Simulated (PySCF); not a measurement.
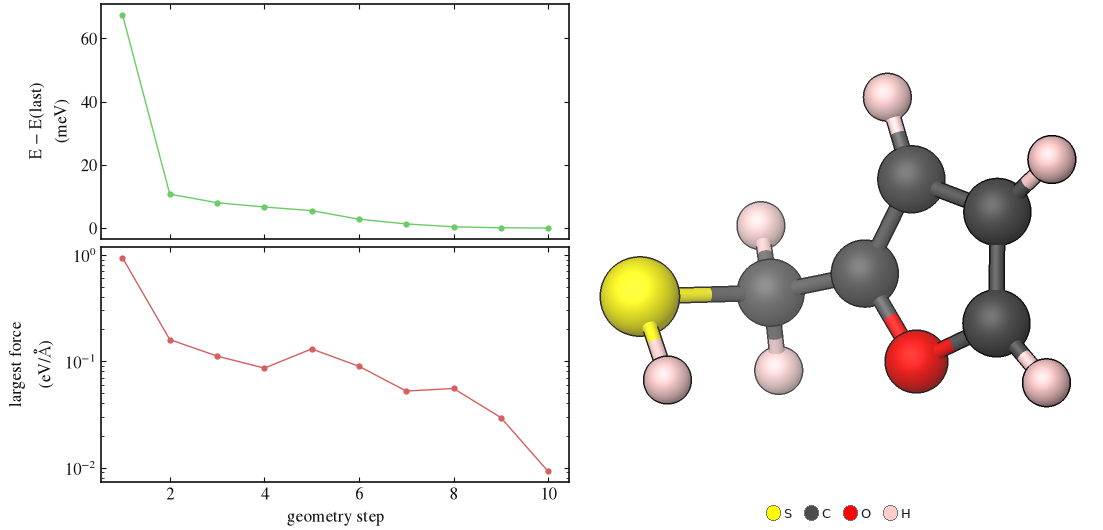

Beside the plot: the molecule at the start.

History of a geometry optimisation. The run: C$_{5}$H$_{6}$OS (SMILES SCc1ccco1), by PBE0-D3(BJ)/def2-SVP, geometry optimisation in PySCF.

The optimisation met its thresholds at geometry 10, counting the start as the first. The energy fell by about 68 meV from the first step to the last. The largest force goes from about 0.93 eV/Å at the start to 9 × 10⁻³ eV/Å at the end.
